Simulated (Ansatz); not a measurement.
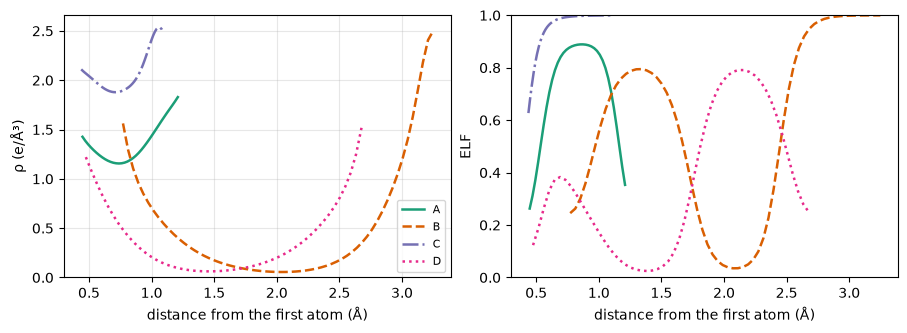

I···CH$_{3}$Cl (charge −1). Electron density and electron localisation function along straight lines between neighbouring atoms. The curves leave out the atomic cores.

Core potentials replace the inner electrons of I.

The calculation used RKS PBE0-D4/def2-SVP (Ansatz 0.2.0).

```xyz
6

I    -2.8090   -0.0937    1.0249
C     0.4338    0.0144   -0.1579
Cl    2.1146    0.0707   -0.7761
H     0.1329   -1.0257    0.0010
H    -0.2428    0.4777   -0.8827
H     0.3706    0.5565    0.7907
```

Which curve belongs to which contact (C–Cl, C–H, C–I and I–H)? The first atom named is at distance zero.

Curve A: C–Cl (1.79 Å): ρ at the midpoint is about 1.3 e/Å³; the ELF peaks at about 0.90 between the atoms; a covalent bond. Curve B: I1···H5 (3.25 Å): the density falls to about 0.06 e/Å³ on the way; the ELF dips to about 0.05 between them: a non-bonded, intermolecular contact. Curve C: C–H (1.09 Å): the density is about 2 e/Å³ at the midpoint; the ELF climbs to about 1 towards the hydrogen, as it does in any bond to H; an ordinary covalent bond to hydrogen. Curve D: C2···I1 (3.45 Å): the density falls to about 0.06 e/Å³ on the way; the ELF dips to about 0 between them (a non-bonded, intermolecular contact).
